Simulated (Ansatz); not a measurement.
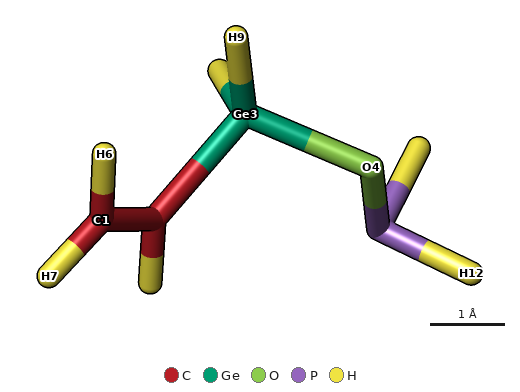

Figure 1. The structure as given in the input (stick view, seen at a tilt; atoms are numbered from 1 in the order of the input). Sticks mark near contacts. Bond lengths as drawn: C–C 1.30 Å, C–Ge 1.94 Å, C–H 1.08 to 1.15 Å, Ge–H 1.52 to 1.53 Å, Ge–O 1.87 Å, H–P 1.42 to 1.45 Å and O–P 1.75 Å.

Run report: C2H7GeOP, geometry relaxation (part 1 of 2)

The run: geometry relaxation of C2H7GeOP, SMILES C=[CH][GeH2][O]P. Method and program: RKS LDA/def2-SVP (Ansatz 0.2.0).

It belongs to a series of runs on one base structure; here: end point A relaxed. Figures and captions count atoms from 1; the log counts them from 0 in places.

The input
```yaml
crystal:
  periodic: [false, false, false]
  atoms:
    - { symbol: C, position_ang: [-0.2501, 1.626, 1.8105] }
    - { symbol: C, position_ang: [-0.2501, 0.4621, 1.2341] }
    - { symbol: Ge, position_ang: [-0.613, 0.2425, -0.6612] }
    - { symbol: O, position_ang: [0.9607, -0.3875, -1.4559] }
    - { symbol: P, position_ang: [0.9566, -2.08, -1.0154] }
    - { symbol: H, position_ang: [-0.5345, 2.5669, 1.2077] }
    - { symbol: H, position_ang: [-0.0773, 1.7855, 2.8642] }
    - { symbol: H, position_ang: [0.0333, -0.388, 1.8303] }
    - { symbol: H, position_ang: [-0.9374, 1.6298, -1.2302] }
    - { symbol: H, position_ang: [-1.7753, -0.7218, -0.8316] }
    - { symbol: H, position_ang: [0.2648, -2.5289, -2.1771] }
    - { symbol: H, position_ang: [2.2993, -2.2617, -1.5413] }
basis:
  gaussian: { orbitals: def2-SVP }
hamiltonian:
  xc: lda
relax:
  f_tol: 0.015
  max_steps: 40
output:
  orbitals: {}
```

Run on 2 threads of Arm Neoverse V1, 24 GiB of memory available, shared host.

Launch command:
```bash
ansatz run input.yaml --threads 2 --pin off --max-ram 3072MiB --backend cpu --events-out ev --progress --plain --runs-dir out
```

What the program printed
```
The last accepted step is kept in [file] (removed where the run ends without a failure and the disk answers)
Engine: ansatz 0.2.0, aarch64-unknown-linux-gnu
Functional definition: SPW92
  exchange = slater_x
  correlation = pw_c
1423 factors; their error is unknown
mean field evaluation 1: about -69859.9379 eV, gradient 7.5e1 eV
mean field evaluation 2: about -69792.7454 eV, gradient 1.8e2 eV
mean field evaluation 4: about -69871.7871 eV, gradient 1.2e1 eV
mean field evaluation 8: about -69872.0851 eV, gradient 2.8e-1 eV
mean field evaluation 16: about -69872.0210 eV, gradient 1.5e-3 eV
mean field -69872.02095027 eV, -2567.7494089657 hartree, gradient 2.8e-5 eV, S^2 0.000000; 0 other end points of the search recorded, 0 dependent functions left out
the calculation of the forces begins
reference -69872.02098539 eV, -2567.7494102561 hartree; 37, 37 occupied and 90, 90 virtual orbitals, 1423 factors
relax step   1: F+E_penalty+E_count = -69872.02095027 eV  Δ(F+E_penalty+E_count) = +0.000e0 eV  max|allowed force component| = 3.316e0 eV/Å  Δτ_max = 0.0000 Å  (29 SCF iters, accepted)
these checks for a lower state are left out or cut short: starts, cluster_reference, orbital_swaps, neighbouring_geometries, increment
1423 factors; their error is unknown
mean field -69872.33084389 eV, -2567.7607973462 hartree, gradient 2.2e-5 eV, S^2 0.000000; 0 other end points of the search recorded, 0 dependent functions left out
[... from here on the field's lines of each further geometry are left out, up to the last ...]
relax step   2: F+E_penalty+E_count = -69872.33084389 eV  Δ(F+E_penalty+E_count) = -3.099e-1 eV  max|allowed force component| = 1.267e0 eV/Å  Δτ_max = 0.1934 Å  (29 SCF iters, accepted)
relax step   3: F+E_penalty+E_count = -69872.37792503 eV  Δ(F+E_penalty+E_count) = -4.708e-2 eV  max|allowed force component| = 8.735e-1 eV/Å  Δτ_max = 0.1066 Å  (29 SCF iters, accepted)
relax step   4: F+E_penalty+E_count = -69872.45577500 eV  Δ(F+E_penalty+E_count) = -7.785e-2 eV  max|allowed force component| = 1.428e-1 eV/Å  Δτ_max = 0.2000 Å  (29 SCF iters, accepted)
relax step   5: F+E_penalty+E_count = -69872.42829371 eV  Δ(F+E_penalty+E_count) = +2.748e-2 eV  max|allowed force component| = 3.033e-1 eV/Å  Δτ_max = 0.2000 Å  (27 SCF iters, rejected (line search))
relax step   6: F+E_penalty+E_count = -69872.46820600 eV  Δ(F+E_penalty+E_count) = -1.243e-2 eV  max|allowed force component| = 6.349e-2 eV/Å  Δτ_max = 0.1000 Å  (28 SCF iters, accepted)
relax step   7: F+E_penalty+E_count = -69872.47333091 eV  Δ(F+E_penalty+E_count) = -5.125e-3 eV  max|allowed force component| = 2.510e-2 eV/Å  Δτ_max = 0.1000 Å  (29 SCF iters, accepted)
relax step   8: F+E_penalty+E_count = -69872.47561729 eV  Δ(F+E_penalty+E_count) = -2.286e-3 eV  max|allowed force component| = 1.350e-1 eV/Å  Δτ_max = 0.1452 Å  (28 SCF iters, accepted)
relax step   9: F+E_penalty+E_count = -69872.47709545 eV  Δ(F+E_penalty+E_count) = -1.478e-3 eV  max|allowed force component| = 1.021e-1 eV/Å  Δτ_max = 0.0106 Å  (32 SCF iters, accepted)
relax step  10: F+E_penalty+E_count = -69872.47823137 eV  Δ(F+E_penalty+E_count) = -1.136e-3 eV  max|allowed force component| = 4.093e-2 eV/Å  Δτ_max = 0.0590 Å  (30 SCF iters, accepted)
relax step  11: F+E_penalty+E_count = -69872.47902638 eV  Δ(F+E_penalty+E_count) = -7.950e-4 eV  max|allowed force component| = 1.991e-2 eV/Å  Δτ_max = 0.0534 Å  (29 SCF iters, accepted)
relax step  12: F+E_penalty+E_count = -69872.47911105 eV  Δ(F+E_penalty+E_count) = -8.466e-5 eV  max|allowed force component| = 8.076e-2 eV/Å  Δτ_max = 0.0852 Å  (29 SCF iters, accepted)
relax step  13: F+E_penalty+E_count = -69872.47931503 eV  Δ(F+E_penalty+E_count) = -2.040e-4 eV  max|allowed force component| = 6.222e-2 eV/Å  Δτ_max = 0.0142 Å  (31 SCF iters, accepted)
relax step  14: F+E_penalty+E_count = -69872.47948031 eV  Δ(F+E_penalty+E_count) = -1.653e-4 eV  max|allowed force component| = 5.374e-2 eV/Å  Δτ_max = 0.0197 Å  (30 SCF iters, accepted)
relax step  15: F+E_penalty+E_count = -69872.47969266 eV  Δ(F+E_penalty+E_count) = -2.123e-4 eV  max|allowed force component| = 1.844e-2 eV/Å  Δτ_max = 0.0093 Å  (31 SCF iters, accepted)
the calculation of the forces begins
reference -69872.47974320 eV, -2567.7662692947 hartree; 37, 37 occupied and 90, 90 virtual orbitals, 1423 factors
relax step  16: F+E_penalty+E_count = -69872.47970683 eV  Δ(F+E_penalty+E_count) = -1.417e-5 eV  max|allowed force component| = 6.583e-3 eV/Å  Δτ_max = 0.0081 Å  (23 SCF iters, accepted)
1423 factors; their error is unknown
mean field evaluation 128: about -69814.6900 eV, gradient 1.6e2 eV
```

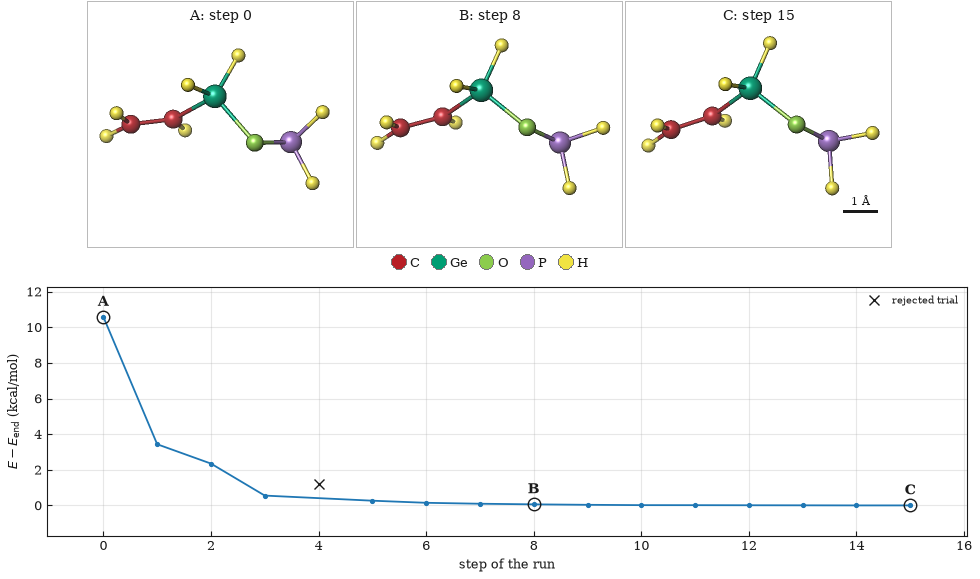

Figure 2. Frames of the relaxation (ball-and-stick view, seen at a tilt) above the curves, on which the letters mark them (the first geometry is step 0 here and step 1 in the log).

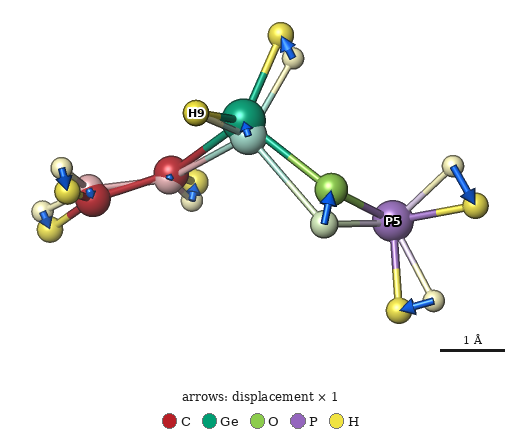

Figure 3. Start (faint) and end (solid) with the displacements as blue arrows, at true length (ball-and-stick view, seen at a tilt). The two geometries are laid on each other by the best rigid fit. The energy falls by 10.6 kcal/mol in 15 geometry steps. Largest force component: 3.3 eV/Å at the start, 0.0066 eV/Å at the end. The line search rejected the trial step at point 4 (counted from 0) and went back. H11 moves most after the best rigid fit: 0.72 Å. By element the largest moves are H 0.72 Å, O 0.56 Å, Ge 0.26 Å, C 0.18 Å, P 0.06 Å. Among the contacts that change: O4–P5 1.749 → 1.665 Å, Ge3–O4 1.872 → 1.795 Å, C1–H6 1.153 → 1.108 Å, C1–C2 1.299 → 1.338 Å. Among the angles that change: Ge3–O4–P5 102.5° → 118.0°, O4–P5–H12 91.6° → 99.1°, H11–P5–H12 96.6° → 90.6°. (Atoms are counted from 1 in the order of the input.)

```
mean field -69872.47970683 eV, -2567.7662679582 hartree, gradient 1.9e-5 eV, S^2 0.000000; 1 other end points of the search recorded, 0 dependent functions left out
the calculation of the forces begins
reference -69872.47974320 eV, -2567.7662692947 hartree; 37, 37 occupied and 90, 90 virtual orbitals, 1423 factors
Total energy: -69872.47974320 eV, -2567.7662692947 hartree
Atom 0 at    -0.074235     1.612948     1.759747 Å, force     0.002798     0.002574    -0.001117 eV/Å
Atom 1 at    -0.336524     0.417712     1.217925 Å, force     0.002056     0.001899    -0.001162 eV/Å
Atom 2 at    -0.867097     0.264319    -0.619603 Å, force     0.004701    -0.001784     0.001457 eV/Å
Atom 3 at     0.428717    -0.551499    -1.556668 Å, force     0.000817    -0.001161    -0.001750 eV/Å
Atom 4 at     0.924598    -2.059611    -1.054168 Å, force    -0.000193     0.000213    -0.000966 eV/Å
Atom 5 at    -0.148371     2.546430     1.168136 Å, force    -0.005515     0.000125     0.000955 eV/Å
Atom 6 at     0.229147     1.727483     2.817879 Å, force     0.002709    -0.000732    -0.000739 eV/Å
Atom 7 at    -0.246233    -0.500953     1.829627 Å, force    -0.006583    -0.002880     0.000269 eV/Å
Atom 8 at    -0.956614     1.666181    -1.255782 Å, force    -0.000498     0.000432     0.000559 eV/Å
Atom 9 at    -2.161547    -0.567205    -0.798993 Å, force    -0.000239     0.000746     0.001836 eV/Å
Atom 10 at     0.924756    -2.742122    -2.335249 Å, force    -0.000219     0.000112     0.000354 eV/Å
Atom 11 at     2.360402    -1.868784    -1.138751 Å, force     0.000165     0.000456     0.000304 eV/Å
Dipole moment:    -0.054127     0.101751     0.242138 e Å
```

Trajectory as extended XYZ (Å, eV, eV/Å), 16 frames, from step=1 to step=16
```
12
Properties=species:S:1:pos:R:3:forces:R:3 step=1 energy=-69872.02095
C    -0.2501    1.6260    1.8105   -0.9076   3.3159  -0.7363
C    -0.2501    0.4621    1.2341    0.0512  -1.4281  -1.7317
Ge   -0.6130    0.2425   -0.6612    1.4801   0.3208   0.4761
O     0.9607   -0.3875   -1.4559   -1.7723  -0.8211   1.1212
P     0.9566   -2.0800   -1.0154    0.7400   1.7075  -0.1565
H    -0.5345    2.5669    1.2077    0.3806  -0.9019   0.7167
H    -0.0773    1.7855    2.8642    0.2853   0.0946   0.9122
H     0.0333   -0.3880    1.8303    0.1704  -1.0848   0.4534
H    -0.9374    1.6298   -1.2302    0.0846   0.1272  -0.1978
H    -1.7753   -0.7218   -0.8316   -0.2479  -0.4871  -0.3317
H     0.2648   -2.5289   -2.1771   -0.0256  -0.4787  -0.4935
H     2.2993   -2.2617   -1.5413   -0.2387  -0.3641  -0.0320
12
Properties=species:S:1:pos:R:3:forces:R:3 step=2 energy=-69872.33084
C    -0.3233    1.6855    1.8629    0.4364   0.9423  -0.5296
C    -0.2387    0.4965    1.2670   -0.4112  -0.2287  -0.1045
Ge   -0.6367    0.2741   -0.6033    0.6500  -0.1939  -0.2007
O     0.8373   -0.4065   -1.4555   -0.4238  -1.1648   0.6037
P     0.9899   -2.0925   -1.0724   -0.0881   1.2670  -0.2211
H    -0.5187    2.6161    1.2623   -0.0698  -0.4075   0.3077
H    -0.0389    1.8586    2.9157   -0.1955  -0.1046   0.1520
H    -0.0137   -0.3893    1.8812    0.1444  -0.2379   0.0066
H    -0.9026    1.6520   -1.2513    0.0532  -0.0422   0.0060
H    -1.7626   -0.7527   -0.8928   -0.0568   0.0439   0.0626
H     0.3777   -2.6651   -2.2552   -0.0356  -0.0384  -0.0807
H     2.3072   -2.3317   -1.6244   -0.0033   0.1647  -0.0019
12
Properties=species:S:1:pos:R:3:forces:R:3 step=3 energy=-69872.37792
C    -0.2242    1.7156    1.8375   -0.6751  -0.3843   0.3284
C    -0.2522    0.4912    1.2705    0.2421   0.4800   0.3522
Ge   -0.6418    0.2686   -0.5925    0.1533  -0.1035  -0.2611
O     0.7855   -0.4346   -1.4537   -0.0008  -0.8735   0.3009
P     0.9915   -2.0885   -1.0781   -0.1402   0.7225  -0.2612
H    -0.5133    2.6253    1.2651    0.2362  -0.1090   0.0266
H    -0.1102    1.8572    2.9494    0.2109  -0.0783  -0.6384
H    -0.0154   -0.4025    1.8865   -0.0728   0.0648  -0.0893
H    -0.8702    1.6449   -1.2617    0.0199  -0.0606   0.0501
H    -1.7884   -0.7459   -0.8844   -0.0028   0.1409   0.1184
H     0.4043   -2.6974   -2.2678   -0.0014   0.0453   0.0589
H     2.3114   -2.2891   -1.6367    0.0306   0.1557   0.0144
12
Properties=species:S:1:pos:R:3:forces:R:3 step=4 energy=-69872.45577
C    -0.2783    1.6993    1.8430    0.1210   0.0354   0.0738
C    -0.2722    0.4874    1.2788    0.1428  -0.0515  -0.1137
Ge   -0.6797    0.2693   -0.5809    0.0448  -0.0343  -0.1254
O     0.6674   -0.5304   -1.4602    0.0018   0.0377   0.0289
P     1.0043   -2.1186   -1.0979    0.0297  -0.0532   0.0217
H    -0.4517    2.6189    1.2516   -0.1303  -0.0068  -0.0046
H    -0.0767    1.8455    2.9213    0.0332   0.0088  -0.0019
H    -0.0098   -0.4117    1.8696   -0.1416   0.0015   0.0683
H    -0.7838    1.6413   -1.2759   -0.0406   0.0202   0.0362
H    -1.9262   -0.6247   -0.8050   -0.0298   0.0239   0.0106
H     0.5199   -2.7657   -2.3080    0.0112  -0.0166  -0.0147
H     2.3637   -2.1656   -1.6023   -0.0421   0.0350   0.0207
12
Properties=species:S:1:pos:R:3:forces:R:3 step=5 energy=-69872.42829 accepted=F
C    -0.2113    1.6769    1.8197   -0.1150  -0.0150  -0.0422
C    -0.2882    0.4688    1.2468   -0.0396   0.0026   0.0843
Ge   -0.7077    0.2760   -0.6190   -0.2212   0.0019   0.2255
O     0.6185   -0.5484   -1.5021   -0.0675   0.0867   0.0558
P     0.9974   -2.1146   -1.0747    0.0206  -0.0018  -0.0726
H    -0.5106    2.5920    1.2709    0.3033   0.0500  -0.0718
H     0.1143    1.8181    2.8688   -0.1965  -0.0332   0.0315
H    -0.1333   -0.4360    1.8667    0.2704  -0.0301  -0.0997
H    -0.8240    1.6817   -1.2393    0.0567  -0.0184  -0.0846
H    -1.9910   -0.5694   -0.8077   -0.0149  -0.0478  -0.1001
H     0.6275   -2.8037   -2.3047    0.0134   0.0178   0.0434
H     2.3855   -2.0965   -1.4912   -0.0098  -0.0127   0.0305
12
Properties=species:S:1:pos:R:3:forces:R:3 step=6 energy=-69872.46821
C    -0.2322    1.6799    1.8205    0.0272  -0.0304   0.0224
C    -0.2808    0.4620    1.2684    0.0341  -0.0295  -0.0635
Ge   -0.7198    0.2670   -0.5919    0.0410   0.0109   0.0453
O     0.6152   -0.5357   -1.4820    0.0075  -0.0404   0.0011
P     1.0034   -2.1065   -1.0816   -0.0167   0.0380  -0.0003
H    -0.4147    2.5914    1.2198   -0.0274   0.0348  -0.0009
H    -0.0048    1.8369    2.8923    0.0137  -0.0060  -0.0089
H    -0.0687   -0.4398    1.8759   -0.0508   0.0169   0.0023
H    -0.8066    1.6673   -1.2339   -0.0258  -0.0198  -0.0082
H    -1.9892   -0.5928   -0.8206   -0.0101   0.0140   0.0027
H     0.5951   -2.7885   -2.3007    0.0123   0.0013  -0.0024
H     2.3801   -2.0963   -1.5321   -0.0049   0.0103   0.0105
```
